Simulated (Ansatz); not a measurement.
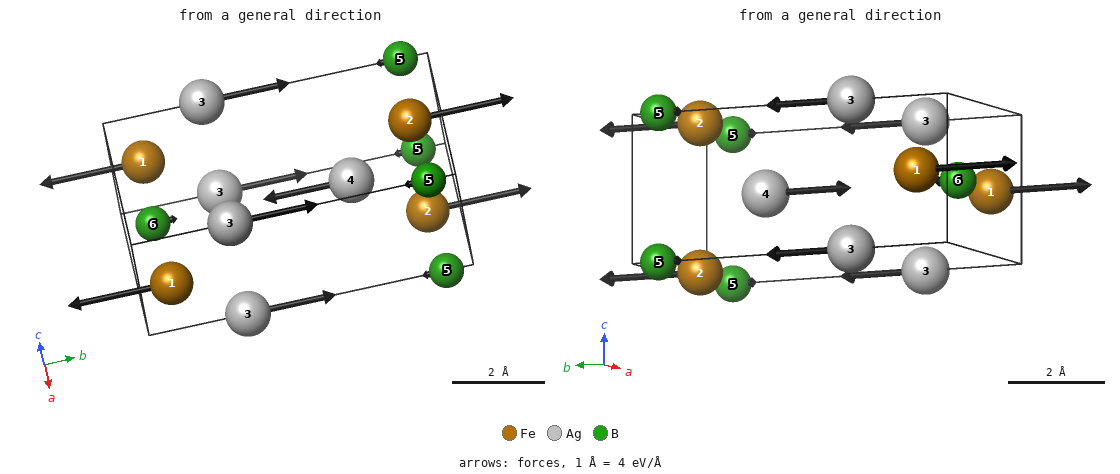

Crystal structure, spheres-only style, seen from two general directions. The parallelepiped is the simulation cell. The arrows are the computed forces on the atoms.

System: FeAgB. Method used: Ansatz 0.2.0, DFT, PAW plane waves, m-r2SCAN. It ran with plane-wave cutoff 500 eV, a 9×5×11 k-point grid, Fermi-Dirac smearing of 0.1 eV, no spin polarisation (a spin-restricted run, not always the ground state).

### Is the structure at rest?

No. The atoms still feel forces of up to about 7.6 eV/Å, far above a usual threshold of 0.01 to 0.03 eV/Å.

### Which atom carries the strongest force?

Fe1 and Fe2, about 7.6 eV/Å.

The geometry is that of a generated cell, made by putting these elements into a known structure type (the compound may or may not exist in this form), without relaxation. It went into a calculation with Ansatz.
